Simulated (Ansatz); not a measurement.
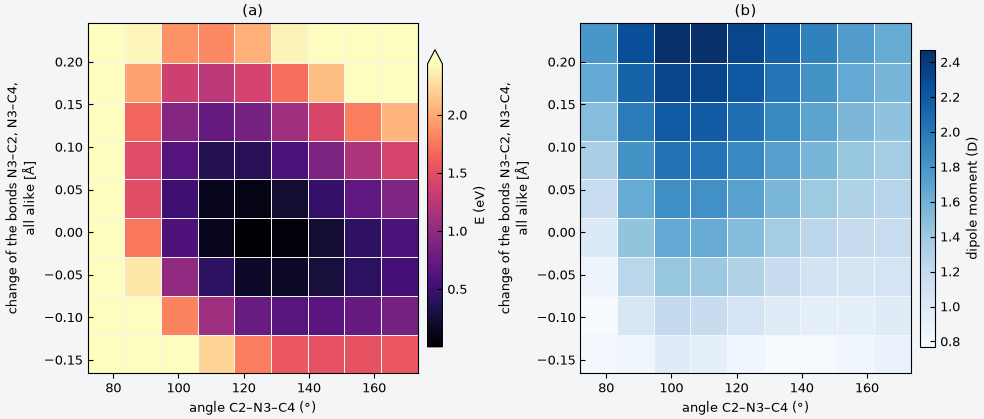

C₃H₅NSn, SMILES C#CN=[CH][SnH3]. The first coordinate is: angle C2–N3–C4; the second: change of the bonds N3–C2, N3–C4, all alike. Nothing is relaxed (all other coordinates rigid). The grid has 9 × 9 points. Points are written as (first, second). Energies: eV, counted from the relaxed molecule at the same level. These are results of RKS PBE0-D4/def2-SVP (Ansatz 0.2.0), not measurements.

Panel (a) is the energy and panel (b) the computed dipole moment on the same grid.

In the figure: one coloured cell a grid point, one colour for all values above the top of the scale.

How does the dipole moment vary over the map, and what is it at the lowest grid point?

Answer. Leaving out the highest fifth of the energies, it runs from 0.77 D at (134.0°, −0.143 Å) to 2.47 D at (100.2°, 0.222 Å). At the lowest grid point, (122.7°, −0.007 Å), it is 1.52 D.
